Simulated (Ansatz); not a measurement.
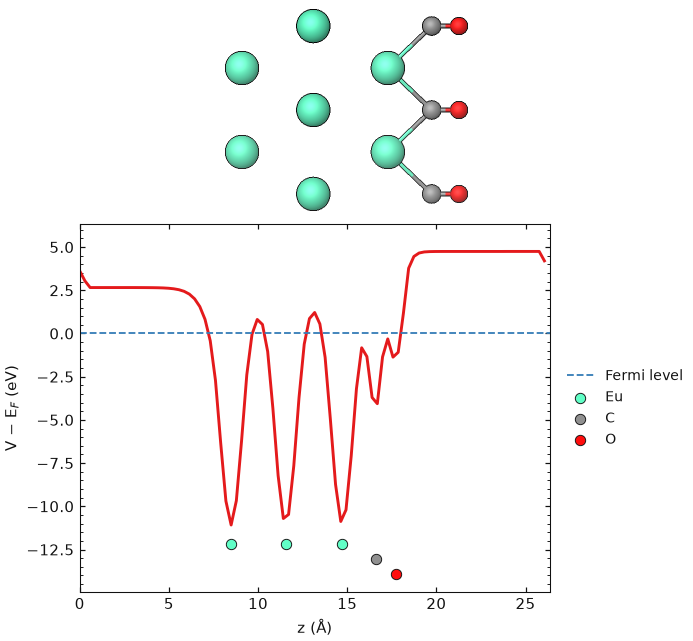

Plane-averaged electrostatic potential energy of an electron across the slab; circles at the bottom mark the heights of the atoms (positions after relaxation). The structure is drawn too. System: a (110) slab cut from Eu (Im-3m), of composition Eu₃CO (not the bulk's), ended by Eu planes, 5 atoms in the cell. Method: DFT PBE, scalar-relativistic, plane waves, PAW, spin-polarised, 8×8×1 k mesh, 420 eV cutoff (Ansatz 0.2.0).

The work function is 4.75 eV at the right face and 2.66 eV at the left. The vacuum level is 2.09 eV higher at the right than at the left, so the slab carries a dipole along its normal; the ramp in the vacuum, at or near the edge of the plot, is the dipole correction that keeps each side flat. Some atoms were held fixed in the relaxation, which can itself make the faces differ. The outermost atoms are 9.3 Å apart, which leaves 17.1 Å of vacuum in a cell 26.4 Å high.

The run may have settled in a state above the lowest, so this need not be the ground state. Spin-orbit coupling is left out, which matters for Eu.
